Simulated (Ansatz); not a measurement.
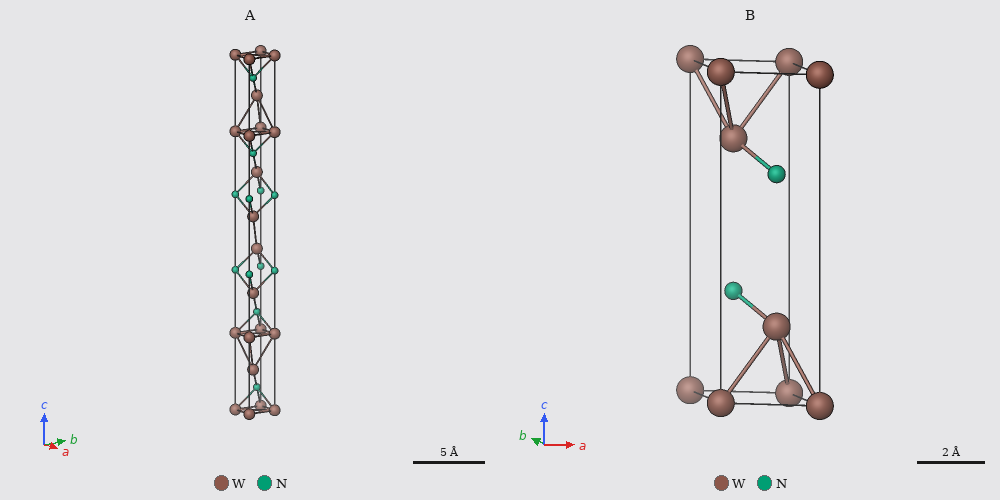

Two structures of W3N2, each relaxed to rest (conventional cells in solid outline, small ones repeated, not to one scale). Method: DFT PBE, scalar-relativistic, plane waves, PAW (Ansatz 0.2.0), without spin polarisation.

What structure does each panel show?

A: 15 atoms a cell on a rhombohedral (trigonal R) lattice, R-3m. B: 5 atoms a cell on a primitive hexagonal lattice, P-3m1.

Which polymorph is favoured?

B is lower, by 47 meV/atom at this level of theory (energies at zero smearing). Volumes: A 11.5, B 15.9 Å³/atom.

One or both may be structure types tried for this composition rather than known phases.
